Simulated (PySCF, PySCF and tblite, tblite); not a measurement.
**C₆H₈N₂: telling isomers apart by computed NMR, part 1 of 3**

Aim: see whether computed shieldings tell isomers of C₆H₈N₂ apart.

Programs: PySCF 2.14.0 with density-fitted response routines of our own, and tblite 0.8.0. All values are computed, except where a source is named. Atoms count from 0 throughout.

### 1 The starting structure

16 atoms, charge 0, multiplicity 1; geometry from: MMFF94s geometry. This is the first candidate.

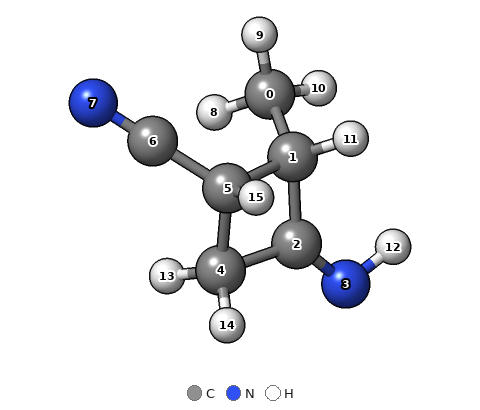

The starting geometry (carbon grey, nitrogen blue, hydrogen white), atoms numbered.

### 2 GFN2-xTB relaxation, isomer A, conformer 1

The job: settings as JSON, then the geometry in Å.

```
{"job": {"xc": "GFN2-xTB", "basis": "xTB", "kind": "relax"}, "charge": 0, "multiplicity": 1}
C      1.732900    -0.120100    -0.052200
C      0.366800    -0.099000     0.630600
C     -0.612000    -1.121300     0.121800
N     -0.723200    -2.378000     0.235300
C     -1.501800    -0.104800    -0.557300
C     -0.717200     0.975900     0.242400
C     -0.251700     2.112500    -0.531100
N      0.127900     3.021100    -1.141400
H      1.630700    -0.089300    -1.140300
H      2.323000     0.739700     0.267300
H      2.275600    -1.026800     0.207500
H      0.496400    -0.181200     1.730000
H      0.053400    -2.757500     0.806300
H     -1.359100    -0.088600    -1.653000
H     -2.565200    -0.177400    -0.317600
H     -1.284100     1.303700     1.140200
```

On the command line:

```bash
$ OMP_NUM_THREADS=1 python ens_run.py task.json out
```

One launch serves the whole session.

Log:

```text
step      E/eV     max force
  0    -617.37505    1.875
  1    -617.36472    4.768
  2    -617.43725    1.255
  3    -617.44572    1.607
  4    -617.46549    0.267
  5    -617.47224    0.242
  6    -617.47921    0.351
  7    -617.48435    0.219
  8    -617.49043    0.197
  9    -617.49601    0.168
 10    -617.49988    0.181
 11    -617.50248    0.155
 12    -617.50481    0.135
 13    -617.50727    0.161
 14    -617.50962    0.126
 15    -617.51149    0.085
 16    -617.51284    0.091
 17    -617.51385    0.092
 18    -617.51459    0.074
 19    -617.51514    0.063
 20    -617.51565    0.053
 21    -617.51624    0.066
 22    -617.51692    0.071
 23    -617.51756    0.054
 24    -617.51806    0.048
 25    -617.51849    0.056
 26    -617.51896    0.062
 27    -617.51946    0.062
 28    -617.51989    0.052
 29    -617.52021    0.042
 30    -617.52046    0.039
 31    -617.52046    0.039
 32    -617.52058    0.041
 33    -617.52075    0.113
 34    -617.52077    0.138
 35    -617.52090    0.039
 36    -617.52098    0.022
 37    -617.52111    0.054
 38    -617.52119    0.047
 39    -617.52129    0.027
 40    -617.52140    0.030
 41    -617.52152    0.041
 42    -617.52163    0.038
 43    -617.52176    0.031
 44    -617.52191    0.042
 45    -617.52210    0.055
 46    -617.52232    0.053
 47    -617.52258    0.040
 48    -617.52285    0.045
 49    -617.52310    0.047
 50    -617.52333    0.044
 51    -617.52356    0.037
 52    -617.52383    0.039
 53    -617.52414    0.040
 54    -617.52446    0.050
 55    -617.52475    0.047
 56    -617.52499    0.037
 57    -617.52526    0.038
 58    -617.52559    0.056
 59    -617.52597    0.066
 60    -617.52634    0.053
 61    -617.52668    0.043
 62    -617.52703    0.046
 63    -617.52736    0.051
 64    -617.52764    0.043
 65    -617.52790    0.038
 66    -617.52819    0.037
 67    -617.52850    0.052
 68    -617.52879    0.053
 69    -617.52904    0.044
 70    -617.52927    0.037
 71    -617.52944    0.071
 72    -617.52965    0.039
 73    -617.52980    0.022
 74    -617.52990    0.021
 75    -617.52994    0.018
 76    -617.52999    0.011
 77    -617.53000    0.010
 78    -617.53002    0.013
 79    -617.53004    0.012
 80    -617.53007    0.016
 81    -617.53011    0.014
 82    -617.53014    0.016
 83    -617.53016    0.015
 84    -617.53017    0.010
 85    -617.53018    0.006
 86    -617.53019    0.006
 87    -617.53019    0.009
 88    -617.53020    0.010
 89    -617.53021    0.009
 90    -617.53023    0.008
 91    -617.53024    0.008
 92    -617.53024    0.008
 93    -617.53025    0.008
 94    -617.53026    0.008
 95    -617.53027    0.008
 96    -617.53028    0.009
 97    -617.53028    0.009
 98    -617.53029    0.012
 99    -617.53029    0.011
100    -617.53030    0.004
```

Wall time 0.58 s (1 thread of Arm Neoverse V1, shared host).

Relaxing gained 0.155 eV and moved the atoms by 0.25 Å on average (rms).

### 3 Shieldings, isomer A, conformer 1: KT3/pcSseg-1 in dimethylsulfoxide

The job: settings as JSON, then the geometry in Å.

```
{"job": {"xc": "KT3", "basis": "pcSseg-1", "solvent": "dimethylsulfoxide", "kind": "nmr", "pop": true}, "charge": 0, "multiplicity": 1}
C      1.720296    -0.051370     0.081716
C      0.326745    -0.102764     0.689796
C     -0.605131    -1.139119     0.077727
N     -0.642478    -2.380154    -0.036648
C     -1.570951    -0.099139    -0.411701
C     -0.679535     0.994056     0.229473
C     -0.164610     1.959634    -0.697434
N      0.240683     2.721239    -1.448435
H      1.663210    -0.012557    -1.004346
H      2.257016     0.829518     0.428630
H      2.285082    -0.936839     0.367410
H      0.397751    -0.180048     1.778263
H      0.137771    -2.886892     0.375846
H     -1.641664    -0.048533    -1.497663
H     -2.575757    -0.181191    -0.002300
H     -1.156026     1.523104     1.058256
```

Log:

```text
coarse grid: 13600 points
cycle   1  E = -348.2545909261  dE =  9.806e-01  |g| = 6.403e-01  |ddm| = 3.804e+00
cycle   2  E = -347.9982782036  dE =  2.563e-01  |g| = 1.225e+00  |ddm| = 1.875e+00
cycle   3  E = -348.3257469962  dE = -3.275e-01  |g| = 3.398e-01  |ddm| = 1.300e+00
cycle   4  E = -348.3540231090  dE = -2.828e-02  |g| = 5.285e-02  |ddm| = 2.946e-01
cycle   5  E = -348.3544584770  dE = -4.354e-04  |g| = 3.101e-02  |ddm| = 6.602e-02
cycle   6  E = -348.3546481135  dE = -1.896e-04  |g| = 1.184e-02  |ddm| = 3.082e-02
cycle   7  E = -348.3546794316  dE = -3.132e-05  |g| = 2.208e-03  |ddm| = 1.064e-02
cycle   8  E = -348.3546806751  dE = -1.244e-06  |g| = 4.826e-04  |ddm| = 2.534e-03
final grid: 132208 points
cycle   9  E = -348.3331822955  dE = -2.904e-04  |g| = 6.388e-03  |ddm| = 8.265e-02
cycle  10  E = -348.3331651504  dE =  1.715e-05  |g| = 1.069e-02  |ddm| = 1.665e-02
cycle  11  E = -348.3331869134  dE = -2.176e-05  |g| = 4.181e-03  |ddm| = 1.131e-02
cycle  12  E = -348.3331909260  dE = -4.013e-06  |g| = 5.580e-04  |ddm| = 3.242e-03
cycle  13  E = -348.3331909899  dE = -6.390e-08  |g| = 2.423e-04  |ddm| = 7.365e-04
cycle  14  E = -348.3331910016  dE = -1.170e-08  |g| = 1.051e-04  |ddm| = 2.936e-04
cycle  15  E = -348.3331910039  dE = -2.379e-09  |g| = 2.531e-05  |ddm| = 9.551e-05
cycle  16  E = -348.3331910041  dE = -1.529e-10  |g| = 3.981e-06  |ddm| = 2.538e-05
converged SCF energy = -348.3331910041

GIAO shielding tensors (ppm)
atom      isotropic    diamagn.    paramagn.     s11        s22        s33       span
  0 C      167.380     247.282     -79.903    157.191    164.180    180.768     23.577
  1 C      131.991     251.971    -119.980    105.873    136.737    153.363     47.490
  2 C        8.592     255.560    -246.968    -86.815     -3.481    116.073    202.889
  3 N      -33.602     323.752    -357.354   -285.866    -38.155    223.217    509.083
  4 C      139.986     250.736    -110.750    113.528    144.154    162.277     48.749
  5 C      164.025     253.282     -89.257    143.045    169.316    179.715     36.670
  6 C       67.241     259.792    -192.551    -47.186    -39.635    288.544    335.730
  7 N        6.058     344.074    -338.016   -147.704   -129.207    295.085    442.789
  8 H       30.425      31.724      -1.299     27.024     29.859     34.392      7.367
  9 H       30.343      30.021       0.322     26.383     28.298     36.347      9.964
 10 H       30.148      30.010       0.138     25.696     28.065     36.682     10.986
 11 H       28.210      31.971      -3.761     25.180     27.375     32.076      6.896
 12 H       21.422      33.959     -12.536     14.959     23.552     25.756     10.797
 13 H       28.326      29.674      -1.349     24.910     27.494     32.574      7.664
 14 H       28.133      28.677      -0.543     24.535     26.638     33.227      8.692
 15 H       28.280      29.199      -0.920     24.014     26.766     34.060     10.046
```

Wall time 29 s (1 thread of Arm Neoverse V1, shared host); peak memory 0.72 GiB.

In short: HOMO -6.14 eV, LUMO -1.33 eV; dipole 4.44 D.

Orbitals, density, ELF and potential are computed afterwards from the orbital file.

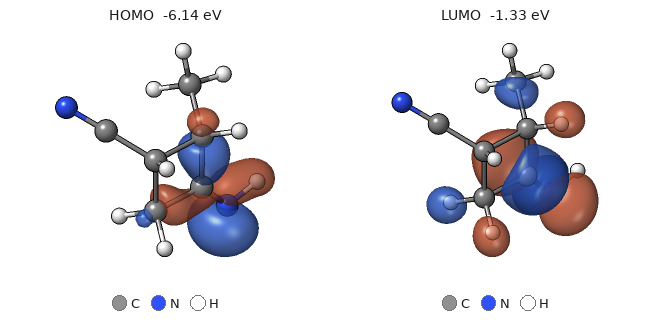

Frontier orbitals at KT3/pcSseg-1; each surface holds 70 % of the orbital's density, blue and red mark the sign.

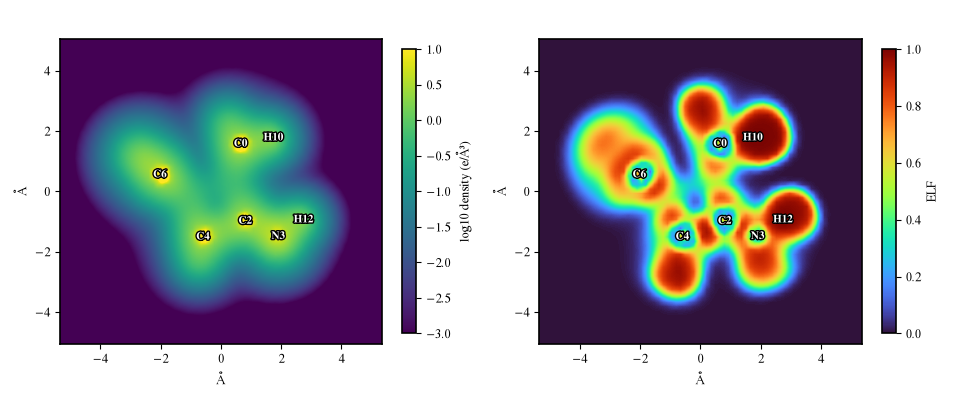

Density (left) and ELF (right) in a plane through or near 7 of the atoms.

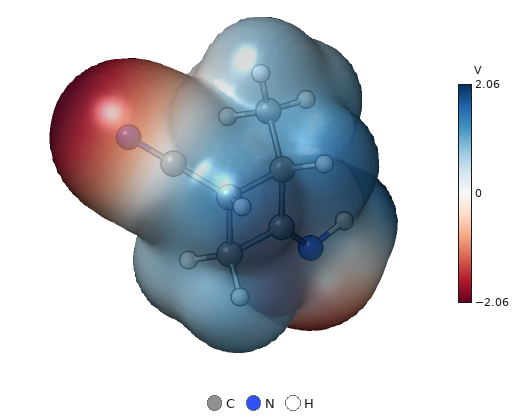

The potential that a unit positive charge feels on the 0.002 e/bohr³ surface, from the 1st to the 99th percentile, from -2.06 V near N7 to 1.74 V near H12.

### 4 Single-point energy, isomer A, conformer 1: PBE0/def2-SVP in dimethylsulfoxide

The job, as its differences from that of step 3:

```diff
@@ -1,2 +1,2 @@
-{"job": {"xc": "KT3", "basis": "pcSseg-1", "solvent": "dimethylsulfoxide", "kind": "nmr", "pop": true}, "charge": 0, "multiplicity": 1}
+{"job": {"xc": "PBE0", "basis": "def2-SVP", "solvent": "dimethylsulfoxide", "kind": "sp"}, "charge": 0, "multiplicity": 1}
 C      1.720296    -0.051370     0.081716
```

Log:

```text
coarse grid: 13600 points
cycle   1  E = -342.1498564096  dE =  1.140e+00  |g| = 5.205e-01  |ddm| = 4.600e+00
cycle   2  E = -342.0335012641  dE =  1.164e-01  |g| = 9.032e-01  |ddm| = 1.425e+00
cycle   3  E = -342.2099804267  dE = -1.765e-01  |g| = 1.338e-01  |ddm| = 8.777e-01
cycle   4  E = -342.2141146382  dE = -4.134e-03  |g| = 3.869e-02  |ddm| = 1.741e-01
cycle   5  E = -342.2143865822  dE = -2.719e-04  |g| = 1.807e-02  |ddm| = 4.555e-02
cycle   6  E = -342.2144562040  dE = -6.962e-05  |g| = 3.976e-03  |ddm| = 1.978e-02
cycle   7  E = -342.2144598252  dE = -3.621e-06  |g| = 8.542e-04  |ddm| = 5.378e-03
final grid: 132208 points
cycle   8  E = -342.2596689702  dE = -3.538e-05  |g| = 7.397e-03  |ddm| = 4.967e-02
cycle   9  E = -342.2596668671  dE =  2.103e-06  |g| = 7.999e-03  |ddm| = 2.018e-02
cycle  10  E = -342.2596833293  dE = -1.646e-05  |g| = 1.258e-03  |ddm| = 1.084e-02
cycle  11  E = -342.2596836549  dE = -3.256e-07  |g| = 3.292e-04  |ddm| = 1.482e-03
cycle  12  E = -342.2596836772  dE = -2.223e-08  |g| = 1.123e-04  |ddm| = 3.526e-04
cycle  13  E = -342.2596836796  dE = -2.399e-09  |g| = 5.000e-05  |ddm| = 1.245e-04
cycle  14  E = -342.2596836801  dE = -5.126e-10  |g| = 1.046e-05  |ddm| = 5.181e-05
converged SCF energy = -342.2596836801
```

Wall time 9.6 s (1 thread of Arm Neoverse V1, shared host); peak memory 0.64 GiB.

Key values: HOMO -7.27 eV, LUMO -0.14 eV; dipole 4.40 D.

### 5 Couplings, isomer A, conformer 1: B3LYP/6-31G*+pcJ-1

The job, as its differences from that of step 4:

```diff
@@ -1,2 +1,2 @@
-{"job": {"xc": "PBE0", "basis": "def2-SVP", "solvent": "dimethylsulfoxide", "kind": "sp"}, "charge": 0, "multiplicity": 1}
+{"job": {"xc": "B3LYP", "basis": {"default": "6-31G*", "H": "pcJ-1"}, "nuclei": ["H", "F", "P", "Si", "B"], "kind": "j"}, "charge": 0, "multiplicity": 1}
 C      1.720296    -0.051370     0.081716
```

Log:

```text
coarse grid: 13600 points
cycle   1  E = -342.8716297807  dE =  1.185e+00  |g| = 6.145e-01  |ddm| = 3.871e+00
cycle   2  E = -342.6355427922  dE =  2.361e-01  |g| = 1.200e+00  |ddm| = 1.844e+00
cycle   3  E = -342.9533634455  dE = -3.178e-01  |g| = 2.276e-01  |ddm| = 1.263e+00
cycle   4  E = -342.9655641734  dE = -1.220e-02  |g| = 5.380e-02  |ddm| = 2.396e-01
cycle   5  E = -342.9660341526  dE = -4.700e-04  |g| = 2.980e-02  |ddm| = 6.898e-02
cycle   6  E = -342.9662265149  dE = -1.924e-04  |g| = 6.887e-03  |ddm| = 2.910e-02
cycle   7  E = -342.9662374836  dE = -1.097e-05  |g| = 1.196e-03  |ddm| = 7.150e-03
cycle   8  E = -342.9662378123  dE = -3.288e-07  |g| = 3.343e-04  |ddm| = 1.425e-03
final grid: 132208 points
cycle   9  E = -342.9049628350  dE = -3.971e-05  |g| = 6.675e-03  |ddm| = 3.024e-02
cycle  10  E = -342.9049565098  dE =  6.325e-06  |g| = 8.382e-03  |ddm| = 1.434e-02
cycle  11  E = -342.9049731921  dE = -1.668e-05  |g| = 2.606e-03  |ddm| = 9.086e-03
cycle  12  E = -342.9049746559  dE = -1.464e-06  |g| = 3.402e-04  |ddm| = 2.350e-03
cycle  13  E = -342.9049746798  dE = -2.395e-08  |g| = 1.027e-04  |ddm| = 3.633e-04
cycle  14  E = -342.9049746817  dE = -1.905e-09  |g| = 5.831e-05  |ddm| = 1.266e-04
cycle  15  E = -342.9049746824  dE = -7.188e-10  |g| = 1.323e-05  |ddm| = 5.699e-05
converged SCF energy = -342.9049746824

Indirect spin-spin couplings (Hz)
  i      j    bonds     total        FC       PSO       DSO        SD
  8 H    9 H    2    -14.021   -13.628     1.894    -2.287         -
  8 H   10 H    2    -14.187   -13.767     1.945    -2.366         -
  8 H   11 H    3     14.557    15.396     1.817    -2.657         -
  8 H   12 H    5      0.229     0.275     0.107    -0.154         -
  8 H   13 H    5      0.243     0.052    -0.490     0.681         -
  8 H   14 H    5     -0.273     0.139     0.933    -1.345         -
  8 H   15 H    4     -0.942    -0.462     1.146    -1.626         -
  9 H   10 H    2    -14.555   -14.108     2.079    -2.526         -
  9 H   11 H    3      4.664     4.701     0.281    -0.318         -
  9 H   14 H    5     -0.800    -0.370     1.061    -1.490         -
  9 H   15 H    4     -0.588    -0.411     0.413    -0.591         -
 10 H   11 H    3      4.489     4.469     0.224    -0.205         -
 10 H   12 H    5      0.451     0.037    -1.110     1.523         -
 10 H   13 H    5     -0.211     0.114     0.727    -1.052         -
 10 H   14 H    5     -0.361     0.080     1.032    -1.472         -
 10 H   15 H    4     -0.359     0.092     1.165    -1.615         -
 11 H   12 H    4     -2.168    -2.158    -0.092     0.083         -
 11 H   13 H    4     -4.844    -4.127     1.532    -2.249         -
 11 H   14 H    4      1.758     2.064     0.687    -0.993         -
 11 H   15 H    3     11.097    10.764    -0.243     0.576         -
 12 H   13 H    4     -4.153    -3.412     1.234    -1.975         -
 12 H   14 H    4     -4.022    -3.262     1.268    -2.028         -
 12 H   15 H    5     -0.368     0.092     0.954    -1.414         -
 13 H   14 H    2    -20.834   -20.553     1.885    -2.166         -
 13 H   15 H    3      6.607     7.228     1.553    -2.173         -
 14 H   15 H    3     11.854    11.627    -0.061     0.288         -
```

Wall time 27 s (1 thread of Arm Neoverse V1, shared host); peak memory 0.89 GiB.

In short: HOMO -7.05 eV, LUMO -0.56 eV; dipole 3.41 D.

### 6 Boltzmann average, isomer A: properties at KT3/pcSseg-1 in dimethylsulfoxide

The job: settings as JSON, then the geometry in Å.

```
{"job": {"study": "conf", "smiles": "[H]/N=C1/C[C@H](C#N)[C@@H]1C", "search": {"seed": 3812, "n_embed": 45, "ff_keep": 10, "window": 2.5, "nmax": 5, "temps": [250, 298.15, 350], "t_ref": 298.15, "order": 0.002}, "level": {"nmr": {"xc": "KT3", "basis": "pcSseg-1", "solvent": "dimethylsulfoxide"}, "sp": {"xc": "PBE0", "basis": "def2-SVP", "solvent": "dimethylsulfoxide"}, "j": {"xc": "B3LYP", "basis": {"default": "6-31G*", "H": "pcJ-1"}, "nuclei": ["H", "F", "P", "Si", "B"]}}, "kind": "conf"}, "charge": 0, "multiplicity": 1}
C      1.720296    -0.051370     0.081716
C      0.326745    -0.102764     0.689796
C     -0.605131    -1.139119     0.077727
N     -0.642478    -2.380154    -0.036648
C     -1.570951    -0.099139    -0.411701
C     -0.679535     0.994056     0.229473
C     -0.164610     1.959634    -0.697434
N      0.240683     2.721239    -1.448435
H      1.663210    -0.012557    -1.004346
H      2.257016     0.829518     0.428630
H      2.285082    -0.936839     0.367410
H      0.397751    -0.180048     1.778263
H      0.137771    -2.886892     0.375846
H     -1.641664    -0.048533    -1.497663
H     -2.575757    -0.181191    -0.002300
H     -1.156026     1.523104     1.058256
```

Log:

```text
conformer  sym    E(xTB)   E(DFT)   G(298.15 K)  weight  dipole/D
    1     C1      0.000    0.000    0.000   1.0000    4.400

mean shielding (ppm) by class
class atoms           250 K   298.15 K      350 K
  0 C  0             167.38     167.38     167.38
  1 C  1            131.991    131.991    131.991
  2 C  2              8.592      8.592      8.592
  3 N  3            -33.602    -33.602    -33.602
  4 C  4            139.986    139.986    139.986
  5 C  5            164.025    164.025    164.025
  6 C  6             67.241     67.241     67.241
  7 N  7              6.058      6.058      6.058
  8 H  8,9,10        30.305     30.305     30.305
  9 H  11             28.21      28.21      28.21
 10 H  12            21.422     21.422     21.422
 11 H  13            28.326     28.326     28.326
 12 H  14            28.134     28.134     28.134
 13 H  15             28.28      28.28      28.28
```

Run time: 67 s. Hardware: 1 thread of Arm Neoverse V1, shared host. This counts the runs that the step sums up.

The search (ETKDG and KDG, MMFF94s, GFN2-xTB) embedded 45 structures, kept 1 distinct ones after the force field and 1 after xTB; 1 was carried on (window 2.5 kcal/mol at the search's own energies). Energies: PBE0/def2-SVP in dimethylsulfoxide with D3(BJ).

The conformers at 298 K:

| no. | group | mirror pair | ΔE xTB | ΔE DFT | ΔG | weight (%) | μ (D) | A, B, C (GHz) |
| --- | --- | --- | --- | --- | --- | --- | --- | --- |
| 1 | C1 | no | 0.00 | 0.00 | 0.00 | 100.0 | 4.40 | 3.84, 1.61, 1.30 |

Energies in kcal/mol. ΔG holds xTB vibrations and rotation, symmetry numbers and mirror pairs.

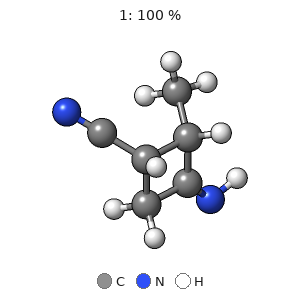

The one conformer.

Shifts against references run at the same level (¹³C TMS 185.5, ¹H TMS 31.74 ppm of shielding), by class of atoms, at 298 K:

| atoms | environment | average |
| --- | --- | --- |
| C2 | carbon bonded to 2 C, N | 177.0 |
| C6 | carbon bonded to C, N | 118.3 |
| C1 | carbon bonded to 3 C, H | 53.6 |
| C4 | carbon bonded to 2 C, 2 H | 45.6 |
| C5 | carbon bonded to 3 C, H | 21.5 |
| C0 | carbon bonded to C, 3 H | 18.2 |
| H12 | hydrogen on a nitrogen bonded to C | 10.32 |
| H14 | hydrogen on a carbon bonded to 2 C | 3.61 |
| H11 | hydrogen on a carbon bonded to 3 C | 3.53 |
| H15 | hydrogen on a carbon bonded to 3 C | 3.46 |
| H13 | hydrogen on a carbon bonded to 2 C | 3.41 |
| H8, H9, H10 | hydrogen on a carbon bonded to C | 1.43 |
| N3 | nitrogen bonded to C, H | -33.6 (σ) |
| N7 | nitrogen bonded to C | 6.1 (σ) |

Couplings (Hz, B3LYP/6-31G*+pcJ-1; one pair named for each class), from conformers that hold 100 % of the weight:

| pair | bonds | average |
| --- | --- | --- |
| H13–H14 | 2 | -20.8 |
| H8–H9 | 2 | -14.2 |
| H14–H15 | 3 | 11.8 |
| H11–H15 | 3 | 11.1 |
| H8–H11 | 3 | 7.9 |
| H13–H15 | 3 | 6.6 |
| H11–H13 | 4 | -4.8 |
| H12–H13 | 4 | -4.2 |
| H12–H14 | 4 | -4.0 |
| H11–H12 | 4 | -2.2 |
| H11–H14 | 4 | 1.8 |
| H8–H15 | 4 | -0.6 |

Effective distances for nuclear Overhauser effects, ⟨r⁻⁶⟩^(−1/6) over all pairs of two classes (Å): H13···H14 1.77; H11···H15 2.42; H14···H15 2.46; H8···H11 2.61; H13···H15 3.04; H11···H12 3.06; H8···H12 3.29; H11···H14 3.47.

(Continued in part 2 of 3.)
